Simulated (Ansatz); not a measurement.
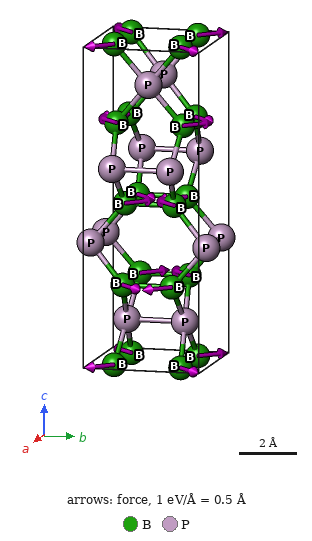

Starting geometry of solid B2P (a generated structure, set up in I4_1/amd) (coarse preliminary run) with the computed forces as purple arrows. Style: ball-and-stick. Shown: the conventional cell (2 times the calculation's cell), from a free direction. Lengths and directions refer to the drawn axes.

The calculation used DFT PBE, scalar-relativistic, plane waves, PAW (Ansatz 0.2.0). (plane-wave cutoff 420 eV; k-point mesh 6 × 6 × 6; occupations gaussian; smearing width 0.1 eV; no spin polarisation; cell and atoms relaxed; force threshold 0.04 eV/Å; at most 70 steps)

> Is this structure relaxed? If not, where do the atoms go?

It isn't relaxed: the largest force vector, on B atoms, is 2.50 eV/Å. The atoms end up moving mostly along the starting forces (cosine between the two patterns 1.00). Over 5 accepted moves (7 points after the start) the energy falls by 365 meV per atom. The largest force component goes from 1.8 to 0.0029 eV/Å. The pressure goes from 43.40 to 0.03 GPa. At 2 points the geometry stayed and the basis and grid were re-selected for the new cell (energy shift of 7.3 meV per atom at most each time). The largest moves relative to the cell, 0.19 Å, are those of B atoms. P stays in place. Cell: a = b 4.234 → 4.714 Å (+11.3 %), c 11.547 → 11.226 Å (−2.8 %). Volume +20.5 %. Among the contacts that change: P–P 2.117 → 2.357 Å, B–P 1.894 → 2.067 Å, B–B 1.803 → 1.742 Å. Bond angles that change, for instance: P–B–P 118.3° → 104.3°, B–P–B 100.1° → 88.1°, B–P–B 79.9° → 91.9°. The space group stays I4_1/amd (No. 141). Cost: 29 s on 1 thread of Intel(R) Xeon(R) 6975P-C (Granite Rapids), on a shared host, peak memory 0.45 GiB.
